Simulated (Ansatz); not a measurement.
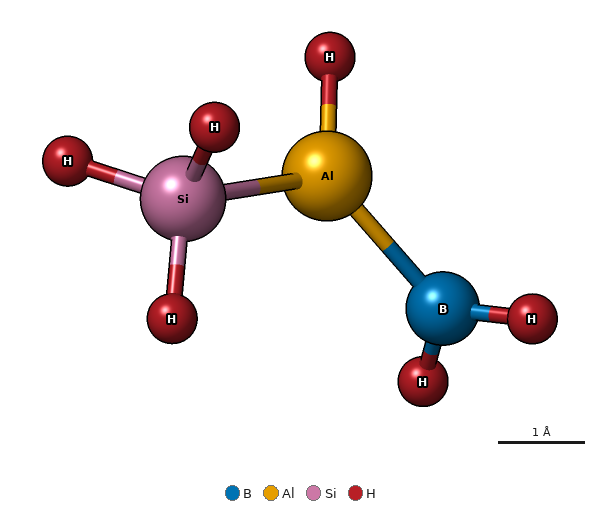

**Figure 1.** The input geometry (ball-and-stick view, seen at a tilt). Sticks mark near contacts.

## Single-point calculation, with input and output: AlBSiH6 (charge +1)

- system: AlBSiH6, charge +1, multiplicity 2
- method: UHF-CCSD(T), frozen core/def2-TZVPP (Ansatz 0.2.0)

The geometry is the cation at the geometry of the neutral molecule. The geometry comes from this level: PBE0-D4/def2-TZVP.

**Output**
```
Functional definition: HF
  name "HF"
  cite "Fock, Z. Phys. 61, 126 (1930) doi:10.1007/BF01340294"
  parent pbe
  exchange = exact_x
  correlation = 0
these checks for a lower state are left out or cut short: cluster_reference
1137 factors; integrals over basis functions are off by at most 1.0e-3 eV
mean field evaluation 1: about -15200.6757 eV, gradient 1.2e1 eV
mean field evaluation 2: about -15200.6759 eV, gradient 1.2e1 eV
mean field evaluation 4: about -15202.4498 eV, gradient 1.5e0 eV
mean field evaluation 8: about -15202.5069 eV, gradient 2.1e-1 eV
mean field evaluation 16: about -15202.2936 eV, gradient 1.5e0 eV
mean field -15202.51514664 eV, -558.6821270041 hartree, gradient 1.8e-6 eV, S^2 0.829587; 3 other end points of the search recorded, 0 dependent functions left out
11 core orbitals not correlated: weight in the atoms' cores, before any rotation towards them, 1.000 or more for the frozen orbitals, at most 0.000 for the correlated occupied ones
reference -15202.51514664 eV, -558.6821270041 hartree; 8, 7 occupied and 180, 181 virtual orbitals, 1137 factors
second order -7.47359259 eV of doubles, -0.00000000 eV of singles
cycle   1  -8.59383417 eV  change    -1.1e0 eV  update   9.0e-2
cycle   2  -9.07558471 eV  change   -4.8e-1 eV  update   3.8e-2
cycle   3  -9.11590490 eV  change   -4.0e-2 eV  update   1.5e-2
cycle   4  -9.11302331 eV  change    2.9e-3 eV  update   7.5e-3
cycle   5  -9.11310148 eV  change   -7.8e-5 eV  update   3.5e-3
cycle   6  -9.11419338 eV  change   -1.1e-3 eV  update   1.6e-3
cycle   7  -9.11481665 eV  change   -6.2e-4 eV  update   7.3e-4
cycle   8  -9.11509790 eV  change   -2.8e-4 eV  update   2.8e-4
cycle   9  -9.11503637 eV  change    6.2e-5 eV  update   1.2e-4
cycle  10  -9.11497925 eV  change    5.7e-5 eV  update   5.7e-5
cycle  11  -9.11498067 eV  change   -1.4e-6 eV  update   3.3e-5
cycle  12  -9.11497760 eV  change    3.1e-6 eV  update   2.0e-5
cycle  13  -9.11498840 eV  change   -1.1e-5 eV  update   1.2e-5
```

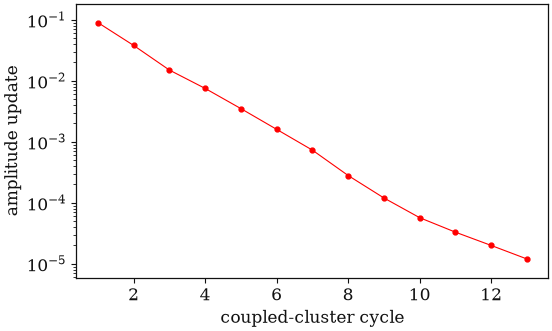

**Figure 2.** Convergence of the coupled-cluster equations: amplitude update against the coupled-cluster cycle. The residual falls at every step.

```
perturbative correction -0.28592406 eV, -0.0105075154 hartree
Total energy: -15211.91605910 eV, -559.0276041649 hartree
Checks for a lower state left out: cluster_reference
```

The run was set up as follows.

**The input**
```yaml
crystal:
  periodic: [false, false, false]
  atoms:
    - {symbol: B, position_ang: [-1.144528, 1.030239, -1.599186]}
    - {symbol: Al, position_ang: [0.282409, 0.910839, -0.051042]}
    - {symbol: Si, position_ang: [0.658787, -1.208274, 1.153160]}
    - {symbol: H, position_ang: [-0.882622, 0.770694, -2.741529]}
    - {symbol: H, position_ang: [-2.291789, 1.324636, -1.404770]}
    - {symbol: H, position_ang: [1.172659, 2.165435, 0.370032]}
    - {symbol: H, position_ang: [1.972256, -1.794053, 0.750799]}
    - {symbol: H, position_ang: [-0.382181, -2.238443, 0.874702]}
    - {symbol: H, position_ang: [0.703408, -1.007270, 2.630634]}
basis:
  gaussian: {orbitals: def2-TZVPP}
total_charge: 1
magnetization: {spin_polarized: true, initial_magnetization: 1}
correlation: {method: ccsd_t}
scf: {omitted_lower_state_checks: [cluster_reference]}
```

Run as:
```bash
ansatz run in.yaml --threads 2 --pin off --events-out ev --progress --plain --max-ram 4352MiB
```

**Summary**

| quantity | value |
| --- | --- |
| outcome | converged |
| total energy | −15211.9161 eV |
| mean-field energy | −15202.5151 eV |
| CCSD correlation | −9.1150 eV |
| (T) correction | −0.2859 eV |
| T1 diagnostic | 0.022 |
| ⟨S²⟩ | 0.830 |
| SCF solution under orbital rotations | stable |
| hardware | 2 threads of AMD EPYC, 23 GiB of memory available, shared host |
| wall time | 7.2 min (CPU time 14 min) |
| peak memory | 2 GiB |
